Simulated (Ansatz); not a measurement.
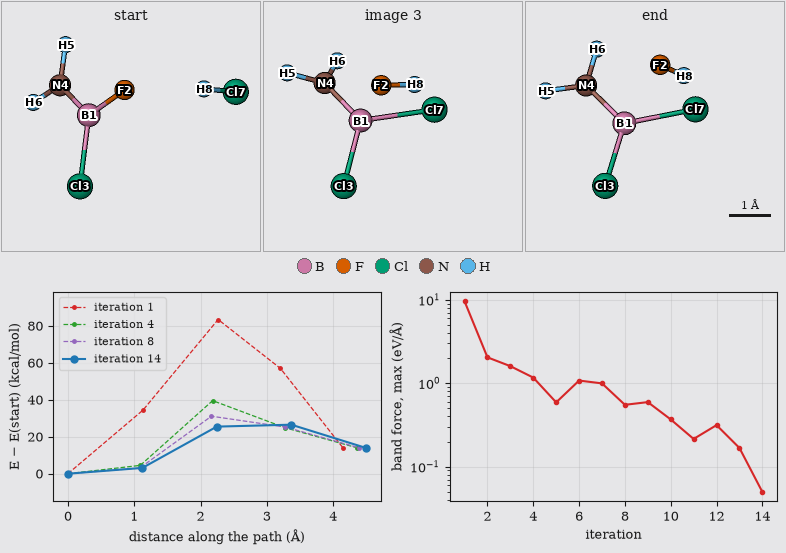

A nudged-elastic-band calculation for BNH$_{3}$Cl$_{2}$F. Images are numbered from 0 (start) to 4 (end). The plot follows the band through its iterations. A ball-and-stick model, seen at a tilt.

All numbers below come from RKS revPBE/def2-SVP (Ansatz).

Input
```yaml
crystal:
  periodic: [false, false, false]
  atoms:
    - { symbol: B, position_ang: [-0.026328, -0.284934, -0.254535] }
    - { symbol: F, position_ang: [0.045891, -0.328482, 1.102217] }
    - { symbol: Cl, position_ang: [1.500458, -0.314778, -1.171317] }
    - { symbol: "N", position_ang: [-1.273767, -0.226379, -0.890039] }
    - { symbol: H, position_ang: [-2.149173, -0.192133, -0.367249] }
    - { symbol: H, position_ang: [-1.376815, -0.17673, -1.902] }
    - { symbol: Cl, position_ang: [-0.048048, 2.959934, 1.802189] }
    - { symbol: H, position_ang: [0.140884, 1.677802, 1.897333] }
basis:
  gaussian: { orbitals: def2-SVP }
hamiltonian:
  xc: revpbe
neb:
  order_check: false
  images: 3
  f_tol: 0.05
  max_iterations: 60
  climbing: false
  final_atoms:
    - { symbol: B, position_ang: [-0.01208289, 0.62390057, -0.57682402] }
    - { symbol: F, position_ang: [-0.0632424, -0.10296104, 2.41958334] }
    - { symbol: Cl, position_ang: [1.51510083, -0.16936611, -1.0005557] }
    - { symbol: "N", position_ang: [-1.25070789, 0.08132845, -0.92777558] }
    - { symbol: H, position_ang: [-1.33708945, -0.82473775, -1.38830358] }
    - { symbol: H, position_ang: [-2.13529893, 0.52271108, -0.67723608] }
    - { symbol: Cl, position_ang: [0.03841991, 2.21526674, 0.27972868] }
    - { symbol: H, position_ang: [0.05800282, 0.76815805, 2.08798194] }
  initial_path:
    images:
      - { positions_ang: [[-0.026328, -0.284934, -0.254535], [0.045891, -0.328482, 1.102217], [1.500458, -0.314778, -1.171317], [-1.273767, -0.226379, -0.890039], [-2.149173, -0.192133, -0.367249], [-1.376815, -0.17673, -1.902], [-0.048048, 2.959934, 1.802189], [0.140884, 1.677802, 1.897333]] }
      - { positions_ang: [[-0.01319087, -0.14290528, -0.11854737], [0.01615518, -0.13424491, 1.3942464], [1.559342, -0.17507585, -1.03507515], [-1.30489948, -0.12750146, -0.82897818], [-2.07771353, -0.51638568, -0.50615643], [-1.47815077, 0.29384247, -1.66492722], [0.02227321, 2.51499285, 1.21321045], [0.08928626, 1.40157787, 1.7628265]] }
      - { positions_ang: [[-5.374e-05, -0.00087657, 0.01744027], [-0.01358065, 0.05999217, 1.6862758], [1.61822601, -0.03537369, -0.8988333], [-1.33603195, -0.02862392, -0.76791736], [-2.00625407, -0.84063837, -0.64506387], [-1.57948654, 0.76441494, -1.42785445], [0.09259442, 2.07005171, 0.62423191], [0.03768852, 1.12535373, 1.62831999]] }
      - { positions_ang: [[-0.00606831, 0.311512, -0.27969188], [-0.03841152, -0.02148443, 2.05292957], [1.56666342, -0.1023699, -0.9496945], [-1.29336992, 0.02635226, -0.84784647], [-1.67167176, -0.83268806, -1.01668372], [-1.85739274, 0.64356301, -1.05254526], [0.06550717, 2.14265922, 0.45198029], [0.04784567, 0.94675589, 1.85815097]] }
      - { positions_ang: [[-0.01208289, 0.62390057, -0.57682402], [-0.0632424, -0.10296104, 2.41958334], [1.51510083, -0.16936611, -1.0005557], [-1.25070789, 0.08132845, -0.92777558], [-1.33708945, -0.82473775, -1.38830358], [-2.13529893, 0.52271108, -0.67723608], [0.03841991, 2.21526674, 0.27972868], [0.05800282, 0.76815805, 2.08798194]] }
```

Run as
```bash
ansatz run input.yaml --threads 2 --pin off --max-ram 3072MiB --backend cpu --events-out ev --progress --plain --runs-dir out
```

Q: How did the profile develop, and is the result final?

A: The run is converged, with reservations. The band converged in 14 iterations. The largest component of the band force went from 9.6 to 0.05 eV/Å. No image climbed, so the highest image needn't lie on the saddle point, and the true maximum along this path can be higher. So few images resolve the path coarsely. The first iteration put the highest image at 83.5 kcal/mol. The highest point, image 3, lies 26.5 kcal/mol above the start and 12.5 kcal/mol above the end; the end is at +14.0 kcal/mol relative to the start.

The run took 28 s on 2 threads of AMD EPYC 9R45 96-Core Processor (Zen 5), with other jobs on the host, peak memory 0.15 GiB.
